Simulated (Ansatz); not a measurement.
Mg (hcp, Mg type)

```yaml
crystal:
  lattice:
    - [3.18616, 0.00000, 0.00000]
    - [-1.59308, 2.75930, 0.00000]
    - [0.00000, 0.00000, 10.44698]
  atoms:
    - { symbol: Mg, position: [0.33333, 0.66667, 0.37500] }
    - { symbol: Mg, position: [0.33333, 0.66667, 0.87500] }
    - { symbol: Mg, position: [0.66667, 0.33333, 0.12500] }
    - { symbol: Mg, position: [0.66667, 0.33333, 0.62500] }
```

A phonon eigenvector at A = (0.0, 0.0, 0.5) is frozen into this cell: atom i moves by Q times the vector below, so Q is the largest atomic displacement, in Å. The cell is held. It is one choice among 2 degenerate patterns. (q is in reciprocal vectors of the primitive cell; the cell shown is doubled to hold the pattern.)

```csv
atom,x,y,z
Mg1,0.000,0.000,1.000
Mg2,0.000,0.000,-1.000
```

Atoms not listed stay in place.

The numbers are results of PBE (plane waves to 420 eV, PAW, scalar-relativistic; Ansatz, a program for electronic structure), not measurements. k mesh 17×17×5 (Γ-centred), Fermi-Dirac smearing 0.05 eV. The energy includes the smearing's −TS. With partly filled bands, energies and forces of such displacements shift with the k mesh and the smearing. Mg was relaxed with its symmetry unable to fall. The PAW data are Ansatz's earlier set. ΔE is measured from the undisplaced structure.

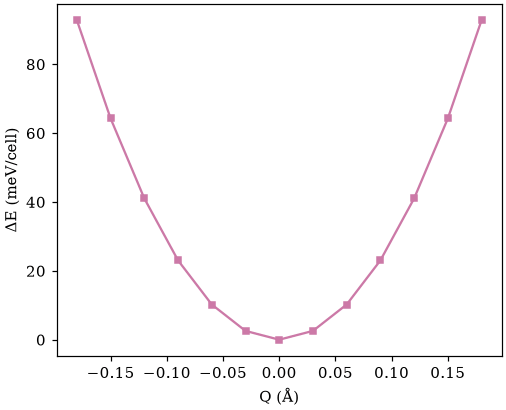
ΔE (meV/cell) against Q (Å); computed points joined by lines.

Question: What is the energy change at Q = 0.180 Å?

Answer: About 93 meV/cell.

Question: What harmonic wavenumber does the curvature at Q = 0 give?

Answer: About 180 cm⁻¹.

(For displaced atoms, the force is minus the slope of the energy, and its curvature is a force constant, which sets phonon frequencies.)
